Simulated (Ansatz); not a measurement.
# CH3F: the cost of one run

The runs use Ansatz 0.2.0, Gaussian basis; PBE0-D4/def2-TZVP structures, single points in def2-TZVPP, no counterpoise correction.

Levels: SPW92, PBE-D4, BLYP-D4, r2SCAN-D4, B97M-V, PBE0-D4, B3LYP-D4, r2SCAN0-D4, BHLYP-D4, CAM-B3LYP-D4, wB97X-V, wB97M-V, B2PLYP, PBE-QIDH, RPA on PBE, Hartree-Fock, MP2, CCSD, CCSD(T).

Correlated methods freeze the cores. Orbitals are unrestricted. B3LYP uses VWN-RPA correlation. B2PLYP carries no dispersion term here.

94 further runs of the same task are left out: 94 set aside as unsound or not needed.

## Step 1: Where the work starts

The complex: 7 atoms, charge 0, spin multiplicity 2.

Atoms are counted from 1 here; the program's logs count them from 0.

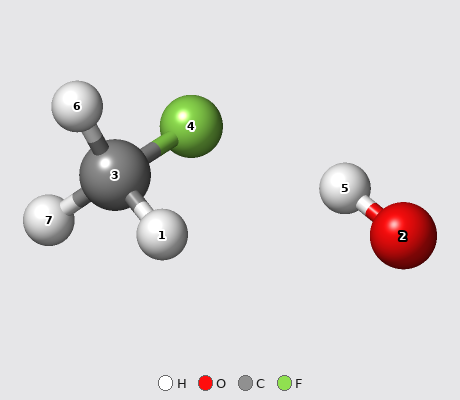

Start geometry, drawn with hydrogen white, oxygen red, carbon grey, fluorine green; atoms are numbered from 1 in the order of the file.

As a file:

```xyz
7

H    -0.9737   -0.0445   -0.3538
O     0.6317   -2.4594    0.0149
C    -0.3819    0.8256   -0.0665
F     0.8701    0.3900    0.3492
H     0.9585   -1.5599    0.2114
H    -0.8558    1.3533    0.7620
H    -0.2489    1.4949   -0.9173
```

Its parts: CH₃F holds atoms 1, 3, 4, 6, 7; HO radical holds atoms 2, 5. Each part counts its atoms afresh in its own runs.

## Step 2: Relaxing CH₃F alone

File relax-a/in.yaml:

```yaml
crystal:
  periodic: [false, false, false]
  atoms:
    - {symbol: H, position_ang: [-0.973730, -0.044550, -0.353804]}
    - {symbol: C, position_ang: [-0.381869, 0.825555, -0.066500]}
    - {symbol: F, position_ang: [0.870102, 0.390023, 0.349247]}
    - {symbol: H, position_ang: [-0.855783, 1.353258, 0.761977]}
    - {symbol: H, position_ang: [-0.248909, 1.494874, -0.917250]}
basis:
  gaussian: {orbitals: def2-TZVP}
hamiltonian: {xc: pbe0, dispersion: d4}
relax: {f_tol: 0.005, max_steps: 200}
```

Started as:

```sh
$ ansatz run in.yaml --threads 2 --pin off --events-out ev --progress --plain --max-ram 4352MiB
```

**Question.** How long does this run take on 2 threads of Intel Xeon 6975P-C, shared host?

About 2.1 s.
